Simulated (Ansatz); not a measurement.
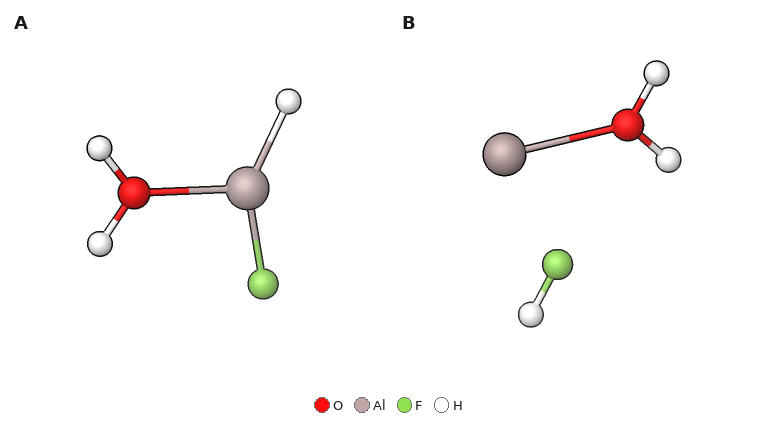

2 stationary structures of one formula. Charge +1, singlet. Geometries: PBE-D4/def2-SVP. Electronic energies: PBE-D4/def2-SVP (Ansatz 0.2.0), without zero-point energy. No frequency run is at hand to confirm each as a minimum.

### Which structure is the most stable?

A is lowest (Cs); B lies 29.7 kcal/mol above it (Cs).
